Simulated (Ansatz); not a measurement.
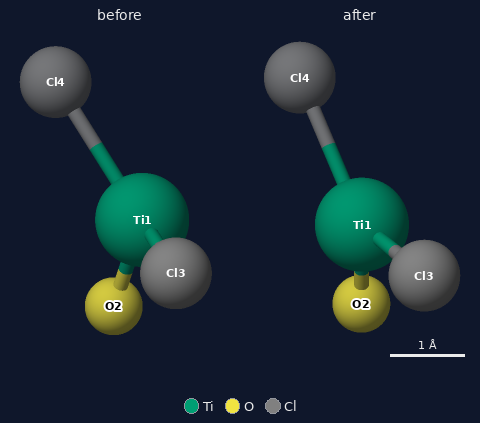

The structure of TiOCl$_{2}$ before (left) and after (right) a relaxation, at one scale.

A ball-and-stick model, seen from a free direction.

It is one of the separated products of a reaction.

Theory: RKS PBE0-D4/def2-TZVP (Ansatz).

The input:
```yaml
crystal:
  periodic: [false, false, false]
  atoms:
    - {symbol: Ti, position_ang: [0.282472, 0.447869, 0.382125]}
    - {symbol: O, position_ang: [1.537603, -0.470172, 0.035327]}
    - {symbol: Cl, position_ang: [0.335596, 2.434222, -0.612299]}
    - {symbol: Cl, position_ang: [-0.403091, 0.253132, 2.486736]}
basis:
  gaussian: {orbitals: def2-TZVP}
hamiltonian: {xc: pbe0, dispersion: d4}
relax: {f_tol: 0.005, max_steps: 200}
```

Command:
```bash
ansatz run in.yaml --threads 8 --pin off --events-out ev --progress --plain --max-ram 19148MiB
```

Q: Describe what moved and what it gained.

A: The atom that moves furthest after the best rigid fit is Ti1 (0.30 Å). Largest moves by element: Ti 0.30 Å, Cl 0.12 Å, O 0.11 Å. Near-neighbour distances that change, for instance: Ti1–O2 1.593 → 1.581 Å. Bond angles that change, for instance: Cl3–Ti1–Cl4 120.6° → 128.5°, O2–Ti1–Cl4 113.5° → 115.7°, O2–Ti1–Cl3 113.5° → 115.7°. After 8 geometry steps the energy has fallen by 2.83 kJ/mol. Largest force component: 0.61 eV/Å at the start, 0.00015 eV/Å at the end. The forces were under the threshold at step 5, but the run went on from there.
